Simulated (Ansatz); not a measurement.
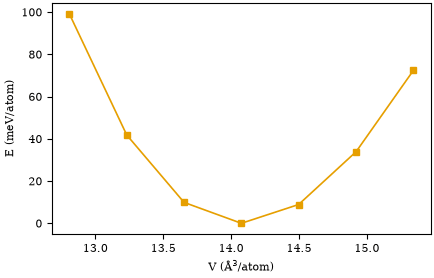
Fig. 1. Nb2C in space group Pnma (No. 62; Nb on 4c, Nb on 4c, C on 4c) under volume change, r²SCAN in the plane-wave PAW code Ansatz, shape and atoms relaxed at each volume.

Problem. What does a third-order Birch–Murnaghan fit give for V₀, B₀ and B′?

Solution. V₀ = 14.08 Å³/atom, B₀ = 236 GPa, B′ = 4.2.

The workflow started from a Materials Project entry (that database holds measured and hypothetical structures alike); the Crystallography Open Database copy checked does not list it. Its standing as an ambient phase is unchecked. The cell was relaxed with r²SCAN under the symmetry of its start; whether a distortion lowers the energy is not shown. No spin polarisation was allowed.

Potentials: the earlier of the program's two PAW sets. The files were generated under PBE; for other functionals the program regenerates the frozen cores, and for LDA and PBEsol the local potential too.
